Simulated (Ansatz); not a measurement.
**AlH3Cl− (SMILES [H][Al-]([H])([H])[Cl]): levels of theory compared**

Aim: a comparison of 6 runs (UHF/STO-3G, BHLYP/STO-3G, revPBE/STO-3G, UMP2/STO-3G, CCSDT(Q)/STO-3G, CCSD(T)/STO-3G) of AlH3Cl−. 

The results are computed with Ansatz 0.2.0.

1 further run of the same task is left out (it didn't finish).

## (1) The structure to begin with

The species is AlH3Cl− (5 atoms), meant as a singlet with charge -1. As SMILES, `[H][Al-]([H])([H])[Cl]`. The H4–Al1 distance was set to 2.412 Å, away from the relaxed value. At this shape a bond of the SMILES string is far longer than usual.

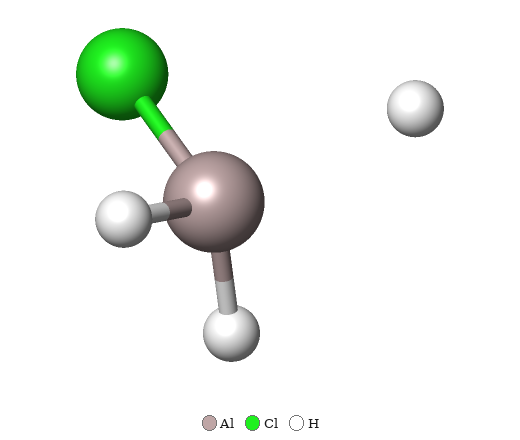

The structure, seen from a chosen angle (aluminium light grey, chlorine green, hydrogen white).

## (2) A single-point energy at UHF/STO-3G (run 1)

The input, input.yaml:

```yaml
crystal:
  periodic: [false, false, false]
  atoms:
    - symbol: Al
      position_ang: [0.384012, -0.666551, 0.093900]
    - symbol: Cl
      position_ang: [0.400312, -0.685331, 2.189920]
    - symbol: H
      position_ang: [1.918562, -0.655291, -0.388880]
    - symbol: H
      position_ang: [-0.775390, 1.334390, -0.590440]
    - symbol: H
      position_ang: [-0.381648, -1.995101, -0.392050]
basis:
  gaussian:
    orbitals: STO-3G
total_charge: -1
magnetization:
  spin_polarized: true
  initial_magnetization: 0
hamiltonian:
  xc: hf
accuracy: high
```

On the command line:

```console
$ ansatz run input.yaml --threads 1 --pin off --max-ram 2610MiB --events-out events.jsonl --progress --plain --runs-dir runs
```

Output:

```text
Warning: RAYON_NUM_THREADS=1 ignored (pool sized by the plan → 1); use --threads N
Functional definition: HF
  name "HF"
  exchange = exact_x
  correlation = 0
362 factors; integrals over basis functions are off by at most 1.3e-8 eV
mean field evaluation 1: about -18914.3974 eV, gradient 1.3e1 eV
mean field evaluation 2: about -18914.4064 eV, gradient 1.3e1 eV
mean field evaluation 4: about -18916.4564 eV, gradient 6.0e-1 eV
mean field evaluation 8: about -18916.4555 eV, gradient 2.8e-5 eV
mean field evaluation 16: about -18916.5381 eV, gradient 1.8e-1 eV
mean field -18916.53687947 eV, -695.1699082313 hartree, gradient 2.8e-8 eV, S^2 0.260276; 1 other end points of the search recorded, 0 dependent functions left out
reference -18916.53687947 eV, -695.1699082313 hartree; 17, 17 occupied and 4, 4 virtual orbitals, 362 factors
Total energy: -18916.53687947 eV, -695.1699082313 hartree
```

Run time: 0.18 s. Hardware: 1 thread of Intel Xeon 6975P-C (Granite Rapids), shared host.

## (3) A single-point energy at BHLYP/STO-3G (run 2)

The input, run.yaml:

```yaml
crystal:
  periodic: [false, false, false]
  atoms:
    - {symbol: Al, position_ang: [0.384012, -0.666551, 0.093900]}
    - {symbol: Cl, position_ang: [0.400312, -0.685331, 2.189920]}
    - {symbol: H, position_ang: [1.918562, -0.655291, -0.388880]}
    - {symbol: H, position_ang: [-0.775390, 1.334390, -0.590440]}
    - {symbol: H, position_ang: [-0.381648, -1.995101, -0.392050]}
basis:
  gaussian:
    orbitals: STO-3G
total_charge: -1
hamiltonian:
  xc: {name: BHLYP}
accuracy: high
```

On the command line:

```console
$ ansatz run run.yaml --threads 1 --pin off --max-ram 2610MiB --events-out events.jsonl --progress --plain --runs-dir runs
```

Output:

```text
Warning: RAYON_NUM_THREADS=1 ignored (pool sized by the plan → 1); use --threads N
Functional definition: BHLYP
  name "BHLYP"
  parameter a = 0.5
  exchange = (1 - a)*b88_x + a*exact_x
  correlation = lyp_c
362 factors; integrals over basis functions are off by at most 1.3e-8 eV
mean field evaluation 1: about -18946.5005 eV, gradient 2.2e1 eV
mean field evaluation 2: about -18946.9766 eV, gradient 2.2e1 eV
mean field evaluation 4: about -18949.4813 eV, gradient 2.2e-1 eV
mean field evaluation 8: about -18949.4498 eV, gradient 9.5e-4 eV
mean field -18949.44975796 eV, -696.3794342065 hartree, gradient 5.7e-8 eV, S^2 0.000000; 0 other end points of the search recorded, 0 dependent functions left out
reference -18949.44977807 eV, -696.3794349457 hartree; 17, 17 occupied and 4, 4 virtual orbitals, 362 factors
Total energy: -18949.44977807 eV, -696.3794349457 hartree
```

It took 0.62 s on 1 thread of Intel Xeon 6975P-C (Granite Rapids), shared host; peak memory 0.11 GiB.

## (4) The energy at revPBE/STO-3G (run 3)

The input, molecule.yaml:

```yaml
crystal:
  periodic: [false, false, false]
  atoms:
    - symbol: Al
      position_ang: [0.384012, -0.666551, 0.093900]
    - symbol: Cl
      position_ang: [0.400312, -0.685331, 2.189920]
    - symbol: H
      position_ang: [1.918562, -0.655291, -0.388880]
    - symbol: H
      position_ang: [-0.775390, 1.334390, -0.590440]
    - symbol: H
      position_ang: [-0.381648, -1.995101, -0.392050]
basis:
  gaussian:
    orbitals: STO-3G
total_charge: -1
hamiltonian:
  xc: {name: revPBE}
accuracy: high
```

On the command line:

```console
$ ansatz run molecule.yaml --threads 1 --pin off --max-ram 2610MiB --events-out events.jsonl --progress --plain --runs-dir runs
```

Output:

```text
Warning: RAYON_NUM_THREADS=1 ignored (pool sized by the plan → 1); use --threads N
Functional definition: revPBE
  name "revPBE"
  parameter kappa = 1.245
  parameter beta = 0.06672455060314922
  exchange = pbe_x(kappa = kappa, mu = beta*pi^2/3)
  correlation = pbe_c(beta = beta)
362 factors; integrals over basis functions are off by at most 1.3e-8 eV
mean field evaluation 1: about -18940.6749 eV, gradient 3.1e1 eV
mean field evaluation 2: about -18928.5534 eV, gradient 4.6e1 eV
mean field evaluation 4: about -18945.6450 eV, gradient 1.6e0 eV
mean field evaluation 8: about -18945.5995 eV, gradient 4.9e-2 eV
mean field evaluation 16: about -18945.5995 eV, gradient 2.6e-7 eV
mean field -18945.59950301 eV, -696.2379399469 hartree, gradient 1.3e-8 eV, S^2 0.000000; 0 other end points of the search recorded, 0 dependent functions left out
reference -18945.59950535 eV, -696.2379400332 hartree; 17, 17 occupied and 4, 4 virtual orbitals, 362 factors
Total energy: -18945.59950535 eV, -696.2379400332 hartree
```

It took 0.64 s on 1 thread of Intel Xeon 6975P-C (Granite Rapids), shared host; peak memory 0.11 GiB.

Runs 4 to 5 aren't shown in full; the table further down has their settings and results.

## (5) A single-point energy at CCSD(T)/STO-3G (run 6)

The input, molecule.yaml:

```yaml
crystal:
  periodic: [false, false, false]
  atoms:
    - {symbol: Al, position_ang: [0.384012, -0.666551, 0.093900]}
    - {symbol: Cl, position_ang: [0.400312, -0.685331, 2.189920]}
    - {symbol: H, position_ang: [1.918562, -0.655291, -0.388880]}
    - {symbol: H, position_ang: [-0.775390, 1.334390, -0.590440]}
    - {symbol: H, position_ang: [-0.381648, -1.995101, -0.392050]}
basis:
  gaussian: {orbitals: STO-3G}
total_charge: -1
correlation: {method: ccsd_t, frozen_orbitals: {Al: 5, Cl: 5, H: 0}}
accuracy: high
scf: {omitted_lower_state_checks: [cluster_reference, increment]}
```

On the command line:

```console
$ ansatz run molecule.yaml --threads 1 --pin off --max-ram 2610MiB --events-out events.jsonl --progress --plain --runs-dir runs
```

Output:

```text
Warning: RAYON_NUM_THREADS=1 ignored (pool sized by the plan → 1); use --threads N
[... 11 lines left out ...]
10 core orbitals not correlated: weight in the atoms' cores, before any rotation towards them, 0.999 or more for the frozen orbitals, at most 0.000 for the correlated occupied ones
[... 21 lines left out ...]
Total energy: -18918.49762561 eV, -695.2419643229 hartree
Checks for a lower state left out: cluster_reference, increment
```

It took 0.16 s on 1 thread of Intel Xeon 6975P-C (Granite Rapids), shared host.

## (6) All runs side by side

| run | level | frozen core orbitals | energy (Eh) | wall time |
| --- | --- | --- | --- | --- |
| 1 | UHF/STO-3G | – | -695.169908 | 0.18 s |
| 2 | BHLYP/STO-3G | – | -696.379435 | 0.62 s |
| 3 | revPBE/STO-3G | – | -696.237940 | 0.64 s |
| 4 | UMP2/STO-3G | 10 | -695.207773 | 0.16 s |
| 5 | CCSDT(Q)/STO-3G | 10 | -695.242116 | 0.2 s |
| 6 | CCSD(T)/STO-3G | 10 | -695.241964 | 0.16 s |

## (7) What came out

| quantity | value |
| --- | --- |
| run 6: total energy | -695.24196 Eh |
| run 6: correlation energy (10 core orbitals frozen) | -75.0 mEh |
| run 6: (T) correction | -0.94 mEh |
| run 6: T1 diagnostic | 0.023 |

What this shows: Below the UHF energy at the same shape and in the same basis (STO-3G): UMP2 -37.9 mEh; CCSDT(Q) -72.2 mEh; CCSD(T) -72.1 mEh. Some of these start from another determinant than that one, so these aren't their correlation energies. Totals of different functionals can't be ranked against each other. In runs 5, 6 the log says that unrestricted orbitals would lower the reference, so the values rest on an unstable closed-shell determinant (other closed-shell runs at this shape may share the fault). In runs 1, 2, 3, 4, 5, 6 the basis is minimal, so the values are rough. Spin contamination of the reference: run 1 ⟨S²⟩ = 0.26, run 4 ⟨S²⟩ = 0.26. All runs together took 2 s, the longest 0.64 s.
